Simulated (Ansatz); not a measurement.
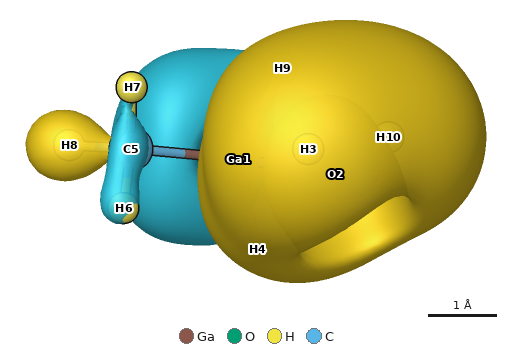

Figure. CH7GaO. The LUMO at ±0.08 Å⁻³ᐟ² (yellow and cyan are the two phases), seen from one side.

Level of theory: RKS r2SCAN/def2-SVP in Ansatz.

```tsv
atom	x (Å)	y (Å)	z (Å)
Ga	0.1125	0.5818	-0.2725
O	-0.1959	0.0332	1.8275
H	-1.1521	0.0163	1.9835
H	1.3579	-0.3208	-0.5874
C	-1.6874	0.0117	-0.8727
H	-1.8833	-1.0505	-0.6477
H	-2.5012	0.6182	-0.4398
H	-1.7650	0.1180	-1.9689
H	0.3467	2.1183	0.0214
H	0.1451	0.7363	2.4009
```

Question: Where does this orbital lie, and at what energy?

Answer: By Hirshfeld shares it lies mainly on Ga1 (about 35 %), O2 (about 20 %), H10 (about 15 %) and H3 (about 15 %). Its energy is −0.30 eV.
